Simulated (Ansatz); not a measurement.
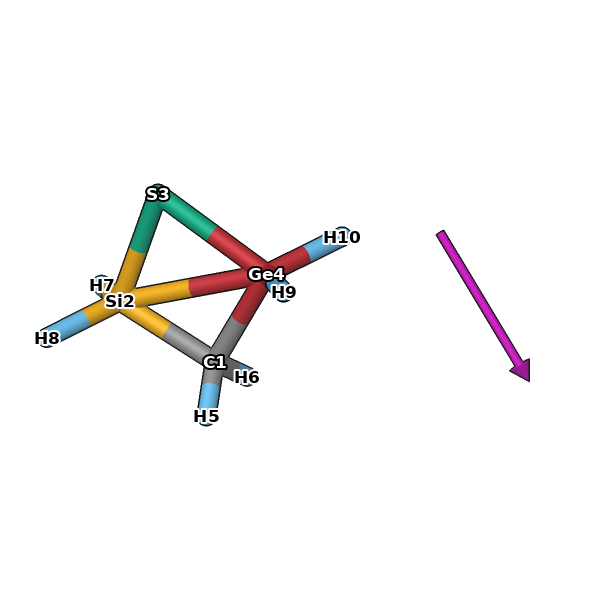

The arrow beside the molecule shows the direction of the dipole moment, from the negative to the positive end (its length means nothing). The geometry was computed by an optimisation with PBE0-D4/def2-TZVP. No frequency run is at hand to confirm it as a minimum. Level of theory: RKS B3LYP-D4/def2-TZVPP (Ansatz 0.2.0).

Estimate the dipole moment.

2.22 D; it points from the side of S3 to the side of H5, H6 (the outermost atoms at the two ends).
